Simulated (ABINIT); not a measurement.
**CdS (Hawleyite): G0W0 in ABINIT against the bands in the self-energy**

Aim: move the bands in the self-energy of a G0W0 run on CdS (Hawleyite) over a wide range.

Calculated with ABINIT 10.8.3; PBE and many-body steps on it, plane waves.

## Step 1: Set-up

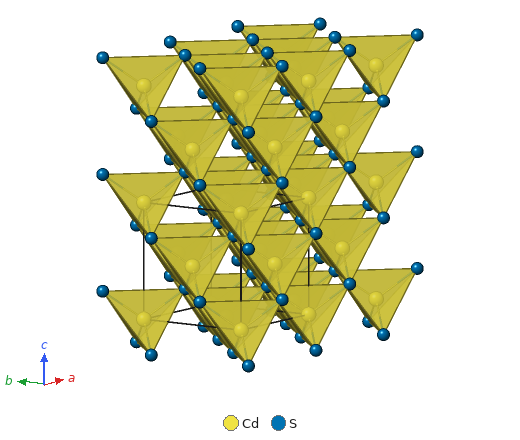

The cell as given, from a free direction (cadmium yellow, sulfur blue). 2×1×2 cells are drawn. This picture shows the conventional cell, with its axes. Some periodic images of atoms are drawn too.

The cell and positions come from the Crystallography Open Database and are kept as given unless a step says otherwise.

## Step 2: Screening, 4×4×4 mesh, 331 bands, screening to 272.1 eV

This step: ABINIT 10.8.3; RPA screening on PBE, plane waves, norm-conserving pseudopotentials.

The RPA dielectric matrix is built and inverted for each q.

run.abi reads:

```
acell 3*1.0 Angstrom
rprim 
  -0.000000000000 2.916500000000 2.916500000000
  2.916500000000 -0.000000000000 2.916500000000
  2.916500000000 2.916500000000 -0.000000000000
ntypat 2
znucl 48 16
natom 2
typat 1 2
xred 
  0.000000000000 0.000000000000 0.000000000000
  0.250000000000 0.250000000000 0.250000000000
pp_dirpath "pseudos"
pseudos "Cd.upf, S.upf"
ecut 47
ngkpt 4 4 4
nshiftk 1
shiftk 0 0 0
kptopt 1
chksymbreak 0
istwfk *1
occopt 1
irdwfk 1
optdriver 3
nband 331
ecuteps 10
inclvkb 2
awtr 1
symchi 1
indata_prefix "in"
outdata_prefix "out"
tmpdata_prefix "tmp"
```

Run with:

```console
> OMP_NUM_THREADS=1 mpirun -n 8 abinit run.abi > log
```

Log:

```text
.Version 10.8.3 of ABINIT. v10.8.2 released Aug 2026.

 Symmetries : space group F-4 3 m (#216); Bravais cF (face-center cubic)
[... echo of the input left out ...]
== DATASET  1 ==================================================================
-   mpi_nproc: 8, omp_nthreads: 1 (-1 if OMP is not activated)

--- !DatasetInfo
iteration_state: {dtset: 1, }
dimensions: {natom: 2, nkpt: 8, mband: 331, nsppol: 1, nspinor: 1, nspden: 1, mpw: 5180, }
cutoff_energies: {ecut:  47.0, pawecutdg:  -1.0, }
electrons: {nelect:   2.60000000E+01, charge:   0.00000000E+00, occopt:   1.00000000E+00, tsmear:   1.00000000E-02, }

 SCREENING: Calculation of the susceptibility and dielectric matrices

 Based on a program developped by R.W. Godby, V. Olevano, G. Onida, and L. Reining.
 Incorporated in ABINIT by V. Olevano, G.-M. Rignanese, and M. Torrent.
.Using double precision arithmetic ; gwpc =  8

[... cell and pseudopotentials left out ...]
--------------------------------------------------------------------------------

 ==== K-mesh for the wavefunctions ====
 Number of points in the irreducible wedge :     8
[... list of points left out ...]
 Together with 24 symmetry operations and time-reversal symmetry
 yields    64 points in the full Brillouin Zone.

 ==== Q-mesh for the screening function ====
 Number of points in the irreducible wedge :     8
[... list of points left out ...]
 Together with 24 symmetry operations and time-reversal symmetry
 yields    64 points in the full Brillouin Zone.

 setmesh: FFT mesh size selected  =    36x   36x   36
          total number of points  =        46656

 vcoul_init : cutoff-mode = AUXILIARY_FUNCTION
 q-points for optical limit:   1
     1)      0.000010    0.000020    0.000030

- screening: taking advantage of time-reversal symmetry
- Maximum band index for partially occupied states nbvw = 13
- Remaining bands to be divided among processors   nbcw = 318
- Number of bands treated by each node ~39

 Number of electrons calculated from density =   26.0000; Expected =   26.0000
 average of density, n =  0.077653
 r_s =    1.4541
 omega_plasma =   26.8804 [eV]

 calculating chi0 at frequencies [eV] :
  1    0.000000E+00    0.000000E+00
  2    0.000000E+00    2.688042E+01

--------------------------------------------------------------------------------
  q-point number  1        q = ( 0.000000, 0.000000, 0.000000) [r.l.u.]
--------------------------------------------------------------------------------
[... chi0 elements left out ...]
 For q-point:  0.000010 0.000020 0.000030
  dielectric constant =  11.0614
  dielectric constant without local fields =  11.7818

  Average fulfillment of the sum rule on Im[epsilon] for q-point    1 :     88.09  [%]
[... wings left out ...]
  q-point number  2        q = ( 0.250000, 0.000000, 0.000000) [r.l.u.]
--------------------------------------------------------------------------------
[... chi0 elements left out ...]
  Average fulfillment of the sum rule on Im[epsilon] for q-point    2 :     92.57  [%]

 [... 6 further q-points ...]
```

Wall time 2.3 min (8 MPI ranks of AMD EPYC 7R43, shared host); peak memory 3.7 GiB.

This step gave:

| Item | Value |
| --- | --- |
| ε∞ with local fields, on this mesh, along the program's q direction | 11.06 |
| the same without local fields | 11.78 |
| plasma frequency | 26.88 eV |
| plane waves in the screening matrix | 531 |

Local fields lower ε∞ by 6 %. On a Γ-centred mesh this coarse the value itself is usually too large, while a short band sum pulls it down.

## Step 3: 21 bands

This step: G0W0 on PBE, plane waves, norm-conserving pseudopotentials.

Edit run.abi of step 2 so:

```diff
@@ -23,8 +23,15 @@
 irdwfk 1
-optdriver 3
-nband 331
+optdriver 4
+nband 21
+gwcalctyp 0
+ecutsigx 47
+symsigma 1
+nkptgw 1
+kptgw 
+  0.0000000000 0.0000000000 0.0000000000
+bdgw 
+  11 17
 ecuteps 10
-inclvkb 2
-awtr 1
-symchi 1
+irdscr 1
+ppmodel 1
 indata_prefix "in"
```

Log:

```text
.Version 10.8.3 of ABINIT. v10.8.2 released Aug 2026.

 Symmetries : space group F-4 3 m (#216); Bravais cF (face-center cubic)
[... echo of the input left out ...]
== DATASET  1 ==================================================================
-   mpi_nproc: 8, omp_nthreads: 1 (-1 if OMP is not activated)

--- !DatasetInfo
iteration_state: {dtset: 1, }
dimensions: {natom: 2, nkpt: 8, mband: 21, nsppol: 1, nspinor: 1, nspden: 1, mpw: 5180, }
cutoff_energies: {ecut:  47.0, pawecutdg:  -1.0, }
electrons: {nelect:   2.60000000E+01, charge:   0.00000000E+00, occopt:   1.00000000E+00, tsmear:   1.00000000E-02, }

 SIGMA: Calculation of the GW corrections

 Based on a program developped by R.W. Godby, V. Olevano, G. Onida, and L. Reining.
 Incorporated in ABINIT by V. Olevano, G.-M. Rignanese, and M. Torrent.
.Using double precision arithmetic ; gwpc =  8

[... cell and pseudopotentials left out ...]
--------------------------------------------------------------------------------

 ==== K-mesh for the wavefunctions ====
 Number of points in the irreducible wedge :     8
[... list of points left out ...]
 Together with 24 symmetry operations and time-reversal symmetry
 yields    64 points in the full Brillouin Zone.

 ==== Q-mesh for screening function ====
 Number of points in the irreducible wedge :     8
[... list of points left out ...]
 Together with 24 symmetry operations and time-reversal symmetry
 yields    64 points in the full Brillouin Zone.

 vcoul_init : cutoff-mode = AUXILIARY_FUNCTION
 q-points for optical limit:   1
     1)      0.000010    0.000020    0.000030
 setmesh: FFT mesh size selected  =    50x   50x   50
          total number of points  =       125000

 Number of electrons calculated from density =   26.0000; Expected =   26.0000
 average of density, n =  0.077653
 r_s =    1.4541
 omega_plasma =   26.8804 [eV]

 === KS Band Gaps ===
  >>>> For spin  1
   Minimum direct gap =   1.1447 [eV], located at k-point      :   0.0000  0.0000  0.0000
   Fundamental gap    =   1.1447 [eV], Top of valence bands at :   0.0000  0.0000  0.0000
                                       Bottom of conduction at :   0.0000  0.0000  0.0000
 SIGMA fundamental parameters:
 PLASMON POLE MODEL  1
 number of plane-waves for SigmaX                 5065
 number of plane-waves for SigmaC and W            531
 number of plane-waves for wavefunctions          5065
 number of bands                                    21
 number of independent spin polarizations            1
 number of spinorial components                      1
 number of k-points in IBZ                           8
 number of q-points in IBZ                           8
 number of symmetry operations                      24
 number of k-points in BZ                           64
 number of q-points in BZ                           64
 number of frequencies for dSigma/dE                 9
 frequency step for dSigma/dE [eV]                0.25
 number of omega for Sigma on real axis              0
 max omega for Sigma on real axis  [eV]           0.00
 zcut for avoiding poles [eV]                     0.10

 EPSILON^-1 parameters (SCR file):
 dimension of the eps^-1 matrix on file            531
 dimension of the eps^-1 matrix used               531
 number of plane-waves for wavefunctions          5065
 number of bands                                   331
 number of q-points in IBZ                           8
 number of frequencies                               2
 number of real frequencies                          1
 number of imag frequencies                          1

 matrix elements of self-energy operator (all in [eV])

 Perturbative Calculation

--- !SelfEnergy_ee
iteration_state: {dtset: 1, }
kpoint     : [   0.000,    0.000,    0.000, ]
spin       : 1
KS_gap     :    1.145
QP_gap     :    1.881
Delta_QP_KS:    0.736
data: !SigmaeeData |
     Band     E0 <VxcDFT>   SigX SigC(E0)      Z dSigC/dE  Sig(E)    E-E0       E
       11   4.366 -15.389 -18.420   3.575   0.797  -0.255 -14.955   0.434   4.800
       12   4.366 -15.389 -18.420   3.575   0.797  -0.255 -14.955   0.434   4.800
       13   4.366 -15.389 -18.420   3.575   0.797  -0.255 -14.955   0.434   4.800
       14   5.511 -10.636  -6.668  -2.553   0.827  -0.210  -9.467   1.170   6.680
       15  10.897 -10.642  -5.801  -2.664   0.833  -0.200  -8.829   1.813  12.710
       16  10.897 -10.642  -5.801  -2.664   0.833  -0.200  -8.829   1.813  12.710
       17  10.897 -10.642  -5.801  -2.664   0.833  -0.200  -8.829   1.813  12.710

== END DATASET(S) ==============================================================
================================================================================

 -outvars: echo values of variables after computation  --------
           etotal      0.0000000000E+00
            nband          21
             nkpt           8
          spgroup         216
 [... the other variables as echoed above ...]

 Calculation completed.
```

The job ended after 6.3 s (8 MPI ranks; peak memory 2.2 GiB; 48 s of CPU time).

This step gave:

| Quantity | Value |
| --- | --- |
| G0W0 gap on the points computed | 1.88 eV |
| starting gap on the mesh | 1.145 eV |
| k of the valence top | 0, 0, 0 |
| k of the conduction bottom | 0, 0, 0 |
| Z at the valence top | 0.797 |
| Z at the conduction bottom | 0.827 |
| least direct G0W0 gap on the computed points | 1.88 eV |

## Step 4: 23 bands

Edit run.abi of step 3 so:

```diff
@@ -24,3 +24,3 @@
 optdriver 4
-nband 21
+nband 23
 gwcalctyp 0
```

Log:

```text
.Version 10.8.3 of ABINIT. v10.8.2 released Aug 2026.

 Symmetries : space group F-4 3 m (#216); Bravais cF (face-center cubic)
[... echo of the input left out ...]
== DATASET  1 ==================================================================
-   mpi_nproc: 8, omp_nthreads: 1 (-1 if OMP is not activated)

--- !DatasetInfo
iteration_state: {dtset: 1, }
dimensions: {natom: 2, nkpt: 8, mband: 23, nsppol: 1, nspinor: 1, nspden: 1, mpw: 5180, }
cutoff_energies: {ecut:  47.0, pawecutdg:  -1.0, }
electrons: {nelect:   2.60000000E+01, charge:   0.00000000E+00, occopt:   1.00000000E+00, tsmear:   1.00000000E-02, }

 SIGMA: Calculation of the GW corrections

 Based on a program developped by R.W. Godby, V. Olevano, G. Onida, and L. Reining.
 Incorporated in ABINIT by V. Olevano, G.-M. Rignanese, and M. Torrent.
.Using double precision arithmetic ; gwpc =  8

[... cell and pseudopotentials left out ...]
--------------------------------------------------------------------------------

 ==== K-mesh for the wavefunctions ====
 Number of points in the irreducible wedge :     8
[... list of points left out ...]
 Together with 24 symmetry operations and time-reversal symmetry
 yields    64 points in the full Brillouin Zone.

 ==== Q-mesh for screening function ====
 Number of points in the irreducible wedge :     8
[... list of points left out ...]
 Together with 24 symmetry operations and time-reversal symmetry
 yields    64 points in the full Brillouin Zone.

 vcoul_init : cutoff-mode = AUXILIARY_FUNCTION
 q-points for optical limit:   1
     1)      0.000010    0.000020    0.000030
 setmesh: FFT mesh size selected  =    50x   50x   50
          total number of points  =       125000

 Number of electrons calculated from density =   26.0000; Expected =   26.0000
[...]
number of q-points in BZ                           64
 number of frequencies for dSigma/dE                 9
 frequency step for dSigma/dE [eV]                0.25
 number of omega for Sigma on real axis              0
 max omega for Sigma on real axis  [eV]           0.00
 zcut for avoiding poles [eV]                     0.10

 EPSILON^-1 parameters (SCR file):
 dimension of the eps^-1 matrix on file            531
 dimension of the eps^-1 matrix used               531
 number of plane-waves for wavefunctions          5065
 number of bands                                   331
 number of q-points in IBZ                           8
 number of frequencies                               2
 number of real frequencies                          1
 number of imag frequencies                          1

 matrix elements of self-energy operator (all in [eV])

 Perturbative Calculation

--- !SelfEnergy_ee
iteration_state: {dtset: 1, }
kpoint     : [   0.000,    0.000,    0.000, ]
spin       : 1
KS_gap     :    1.145
QP_gap     :    1.888
Delta_QP_KS:    0.743
data: !SigmaeeData |
     Band     E0 <VxcDFT>   SigX SigC(E0)      Z dSigC/dE  Sig(E)    E-E0       E
       11   4.366 -15.389 -18.420   3.369   0.794  -0.260 -15.120   0.269   4.635
       12   4.366 -15.389 -18.420   3.369   0.794  -0.260 -15.120   0.269   4.635
       13   4.366 -15.389 -18.420   3.369   0.794  -0.260 -15.120   0.269   4.635
       14   5.511 -10.636  -6.668  -2.739   0.824  -0.214  -9.624   1.012   6.523
       15  10.897 -10.642  -5.801  -2.896   0.828  -0.208  -9.032   1.610  12.507
       16  10.897 -10.642  -5.801  -2.896   0.828  -0.208  -9.032   1.610  12.507
       17  10.897 -10.642  -5.801  -2.896   0.828  -0.208  -9.032   1.610  12.507

== END DATASET(S) ==============================================================
================================================================================

 -outvars: echo values of variables after computation  --------
           etotal      0.0000000000E+00
            nband          23
             nkpt           8
          spgroup         216
 [... the other variables as echoed above ...]

 Calculation completed.
```

Elapsed: 6.2 s, on 8 MPI ranks; peak memory 2.1 GiB.

Numbers from this step:

```yaml
g0w0_gap_on_the_points_computed: 1.888 eV
starting_gap_on_the_mesh: 1.145 eV
k_of_the_valence_top: 0, 0, 0
k_of_the_conduction_bottom: 0, 0, 0
z_at_the_valence_top: 0.794
z_at_the_conduction_bottom: 0.824
least_direct_g0w0_gap_on_the_computed_points: 1.888 eV
```

## Step 5: 41 bands

Edit run.abi of step 4 so:

```diff
@@ -24,3 +24,3 @@
 optdriver 4
-nband 23
+nband 41
 gwcalctyp 0
```

Log:

```text
.Version 10.8.3 of ABINIT. v10.8.2 released Aug 2026.

 Symmetries : space group F-4 3 m (#216); Bravais cF (face-center cubic)
[... echo of the input left out ...]
== DATASET  1 ==================================================================
-   mpi_nproc: 8, omp_nthreads: 1 (-1 if OMP is not activated)

--- !DatasetInfo
iteration_state: {dtset: 1, }
dimensions: {natom: 2, nkpt: 8, mband: 41, nsppol: 1, nspinor: 1, nspden: 1, mpw: 5180, }
cutoff_energies: {ecut:  47.0, pawecutdg:  -1.0, }
electrons: {nelect:   2.60000000E+01, charge:   0.00000000E+00, occopt:   1.00000000E+00, tsmear:   1.00000000E-02, }

 SIGMA: Calculation of the GW corrections

 Based on a program developped by R.W. Godby, V. Olevano, G. Onida, and L. Reining.
 Incorporated in ABINIT by V. Olevano, G.-M. Rignanese, and M. Torrent.
.Using double precision arithmetic ; gwpc =  8

[... cell and pseudopotentials left out ...]
--------------------------------------------------------------------------------

 ==== K-mesh for the wavefunctions ====
 Number of points in the irreducible wedge :     8
[... list of points left out ...]
 Together with 24 symmetry operations and time-reversal symmetry
 yields    64 points in the full Brillouin Zone.

 ==== Q-mesh for screening function ====
 Number of points in the irreducible wedge :     8
[... list of points left out ...]
 Together with 24 symmetry operations and time-reversal symmetry
 yields    64 points in the full Brillouin Zone.

 vcoul_init : cutoff-mode = AUXILIARY_FUNCTION
 q-points for optical limit:   1
     1)      0.000010    0.000020    0.000030
 setmesh: FFT mesh size selected  =    50x   50x   50
          total number of points  =       125000

 Number of electrons calculated from density =   26.0000; Expected =   26.0000
[...]
number of q-points in BZ                           64
 number of frequencies for dSigma/dE                 9
 frequency step for dSigma/dE [eV]                0.25
 number of omega for Sigma on real axis              0
 max omega for Sigma on real axis  [eV]           0.00
 zcut for avoiding poles [eV]                     0.10

 EPSILON^-1 parameters (SCR file):
 dimension of the eps^-1 matrix on file            531
 dimension of the eps^-1 matrix used               531
 number of plane-waves for wavefunctions          5065
 number of bands                                   331
 number of q-points in IBZ                           8
 number of frequencies                               2
 number of real frequencies                          1
 number of imag frequencies                          1

 matrix elements of self-energy operator (all in [eV])

 Perturbative Calculation

--- !SelfEnergy_ee
iteration_state: {dtset: 1, }
kpoint     : [   0.000,    0.000,    0.000, ]
spin       : 1
KS_gap     :    1.145
QP_gap     :    1.966
Delta_QP_KS:    0.821
data: !SigmaeeData |
     Band     E0 <VxcDFT>   SigX SigC(E0)      Z dSigC/dE  Sig(E)    E-E0       E
       11   4.366 -15.389 -18.420   2.614   0.785  -0.274 -15.716  -0.327   4.039
       12   4.366 -15.389 -18.420   2.614   0.785  -0.274 -15.716  -0.327   4.039
       13   4.366 -15.389 -18.420   2.614   0.785  -0.274 -15.716  -0.327   4.039
       14   5.511 -10.636  -6.668  -3.362   0.816  -0.226 -10.142   0.494   6.005
       15  10.897 -10.642  -5.801  -3.808   0.814  -0.229  -9.802   0.840  11.738
       16  10.897 -10.642  -5.801  -3.808   0.814  -0.229  -9.802   0.840  11.738
       17  10.897 -10.642  -5.801  -3.808   0.814  -0.229  -9.802   0.840  11.738

== END DATASET(S) ==============================================================
================================================================================

 -outvars: echo values of variables after computation  --------
           etotal      0.0000000000E+00
            nband          41
             nkpt           8
          spgroup         216
 [... the other variables as echoed above ...]

 Calculation completed.
```

The job ended after 8.6 s (8 MPI ranks; peak memory 2.2 GiB; 66 s of CPU time).

Numbers from this step:

```
G0W0 gap on the points computed              : 1.966 eV
starting gap on the mesh                     : 1.145 eV
k of the valence top                         : 0, 0, 0
k of the conduction bottom                   : 0, 0, 0
Z at the valence top                         : 0.785
Z at the conduction bottom                   : 0.816
least direct G0W0 gap on the computed points : 1.966 eV
```

(Continued in part 2 of 2.)

[Paths, hosts, dates, memory and timing lines, banners, echoed tables and standing remarks are left out of the program output.]

[Logs are printed without paths, hosts, clocks, repeated set-up lines and the standing remarks that a program may print on its own settings, such as how far it seeks lower states.]

[Runs of the session that timed out or met a known fault of the program may be left out.]

[Hosts, paths, dates, database ids (printed as entryN), source tags and the programs' standing remarks are cut or masked in the printed files.]

[G0W0 gaps are taken among the corrected bands and points alone; a level outside them can change the order at an edge.]

[Where Ansatz stands beside ABINIT at settings called matched, ABINIT's density can come from a denser mesh and the files from another edition; pairs whose starting gaps differed by over 0.03 eV were left out, so agreement reads better than it is.]
